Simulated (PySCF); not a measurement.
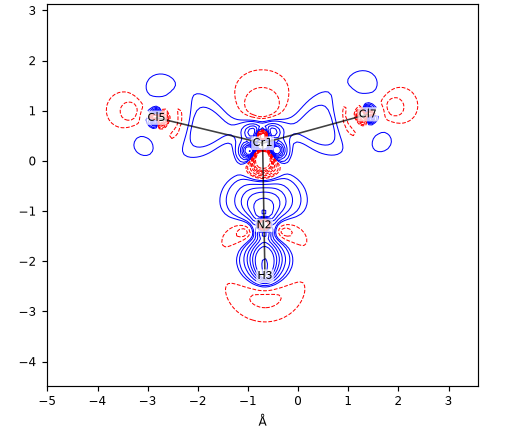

Figure 1: Cr(NH)Cl4 (Cl4CrHN). Deformation density (molecule less spherical, spin-averaged free atoms) in the plane of Cr1, N2, H3, Cl5 and Cl7; contours at ±0.05 to ±0.8 e/Å³; solid blue lines: gain, dashed red lines: loss.

Level of theory: CAM-B3LYP/def2-TZVP (PySCF), at a geometry from GFN2-xTB. This is a single-reference result, which may miss multireference character in this system. No frequency check shows the geometry to be a minimum. GFN2-xTB bond lengths at metals and heavier atoms can be off by up to 0.1 Å and shapes distorted, which carries into these values.

How much density has each bond in this plane gained at its critical point, relative to the free atoms?

N2–H3: +0.83 e/Å³ at the bond critical point (bond length 1.01 Å, Mayer order 0.9). Cr1–N2: +0.24 e/Å³ at the bond critical point (bond length 1.64 Å, Mayer order 2.1). Cr1–Cl7 and Cr1–Cl5: +0.15 e/Å³ at the bond critical point (bond length 2.17 Å, Mayer order 1.1). In all, 1.6 electrons gather in the regions of gain relative to the promolecule.
